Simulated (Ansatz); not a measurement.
SiH4: frequency calculation

System: SiH4.
Method: RKS PBE0-D4/def2-TZVP (Ansatz 0.2.0).

The geometry comes from this level: PBE0-D4/def2-TZVP. Figures and captions count atoms from 1; the log counts them from 0 in places.

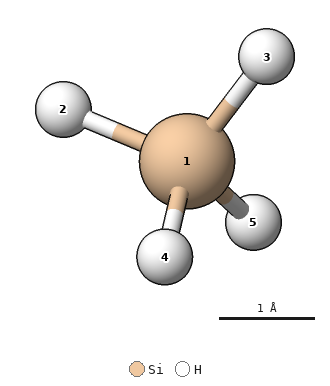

Fig. 1: The structure as given in the input (ball-and-stick view, seen at a tilt; atoms are numbered from 1 in the order of the input). Bond lengths as drawn: H–Si 1.48 Å.

## The input
```yaml
crystal:
  periodic: [false, false, false]
  atoms:
    - {symbol: Si, position_ang: [-0.980615, -0.631943, 0.427858]}
    - {symbol: H, position_ang: [0.494618, -0.669365, 0.590579]}
    - {symbol: H, position_ang: [-1.572391, 0.236418, 1.476732]}
    - {symbol: H, position_ang: [-1.316953, -0.088630, -0.912302]}
    - {symbol: H, position_ang: [-1.527894, -2.006131, 0.556348]}
basis:
  gaussian: {orbitals: def2-TZVP}
hamiltonian: {xc: pbe0, dispersion: d4}
phonons: {temperatures: {t_min: 298.15, t_max: 900, t_step: 200}}
```

Launch command:
```bash
ansatz run in.yaml --threads 4 --pin off --events-out ev --progress --plain --max-ram 9574MiB
```

## Log
```
Functional definition: PBE0
  name "PBE0"
  cite "Adamo & Barone, J. Chem. Phys. 110, 6158 (1999) doi:10.1063/1.478522"
  cite "Perdew, Burke & Ernzerhof, Phys. Rev. Lett. 77, 3865 (1996) doi:10.1103/PhysRevLett.77.3865"
  parent pbe
  parameter a = 0.25
  parameter kappa = 0.804
  parameter beta = 0.06672455060314922
  exchange = (1 - a)*pbe_x(kappa = kappa, mu = beta*pi^2/3) + a*exact_x
  correlation = pbe_c(beta = beta)
444 factors; their error is unknown
mean field evaluation 1: about -7938.7878 eV, gradient 8.5e0 eV
mean field evaluation 2: about -7939.0066 eV, gradient 3.9e0 eV
mean field evaluation 4: about -7939.0511 eV, gradient 8.0e-2 eV
mean field evaluation 8: about -7939.0854 eV, gradient 4.1e-4 eV
mean field -7939.08540054 eV, -291.7560071644 hartree, gradient 2.9e-5 eV, S^2 0.000000; 0 other end points of the search recorded, 0 dependent functions left out
the calculation of the forces begins
reference -7939.08542684 eV, -291.7560081309 hartree; 9, 9 occupied and 52, 52 virtual orbitals, 444 factors
these checks for a lower state are left out or cut short: stability, starts, cluster_reference, orbital_swaps, neighbouring_geometries, increment
444 factors; their error is unknown
mean field evaluation 16: about -7939.0853 eV, gradient 4.7e-7 eV
mean field -7939.08530513 eV, -291.7560036584 hartree, gradient 4.7e-7 eV, S^2 0.000000; 0 other end points of the search recorded, 0 dependent functions left out
[... from here on the field's lines of each further geometry are left out, up to the last ...]
the calculation of the forces begins
reference -7939.08542039 eV, -291.7560078941 hartree; 9, 9 occupied and 52, 52 virtual orbitals, 444 factors
these checks for a lower state are left out or cut short: stability, starts, cluster_reference, orbital_swaps, neighbouring_geometries, increment
444 factors; their error is unknown
mean field -7939.08539423 eV, -291.7560069325 hartree, gradient 9.5e-7 eV, S^2 0.000000; 0 other end points of the search recorded, 0 dependent functions left out
the calculation of the forces begins
reference -7939.08542053 eV, -291.7560078990 hartree; 9, 9 occupied and 52, 52 virtual orbitals, 444 factors
Total energy: -7939.12000820 eV, -291.7572789726 hartree
Atom 0 at    -0.980615    -0.631943     0.427858 Å, force    -0.001356    -0.000041    -0.000073 eV/Å
Atom 1 at     0.494618    -0.669365     0.590579 Å, force     0.001474    -0.000293     0.000387 eV/Å
Atom 2 at    -1.572391     0.236418     1.476732 Å, force    -0.000048     0.000324     0.000234 eV/Å
Atom 3 at    -1.316953    -0.088630    -0.912302 Å, force    -0.000296     0.000285    -0.000556 eV/Å
Atom 4 at    -1.527894    -2.006131     0.556348 Å, force     0.000226    -0.000276     0.000008 eV/Å
Dipole moment:     0.000037    -0.000013     0.000015 e Å
Vibrations: 906.70 906.72 906.76 968.52 968.57 2235.57 2245.11 2245.18 2245.40 cm⁻¹, zero-point energy 0.844861 eV
```

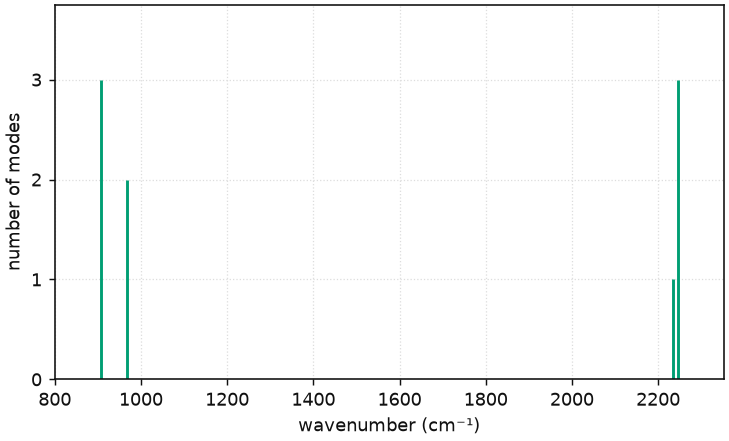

Fig. 2: Harmonic vibrational wavenumbers from the force constants; neighbouring modes closer than 6 cm⁻¹ are counted in one stick. 9 modes from 907 to 2245 cm⁻¹, none imaginary.

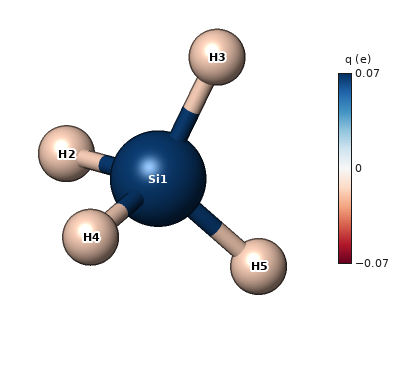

Fig. 3: Mulliken charges, as the colour of each atom (ball-and-stick view, seen on its broad side; atoms are numbered from 1 in the order of the input). By element: Si +0.07 and H −0.02 e.

## Summary

| quantity | value |
| --- | --- |
| outcome | converged |
| total energy | −7939.1200 eV |
| mean-field energy | −7939.0854 eV |
| dispersion energy | −0.0346 eV |
| largest force (length of the vector) | 0.002 eV/Å |
| dipole moment | 0.00 D |
| hardware | 4 threads of Arm Neoverse V1, 23 GiB of memory available, shared host |
| wall time | 5 s (CPU time 16 s) |
| peak memory | 0.49 GiB |
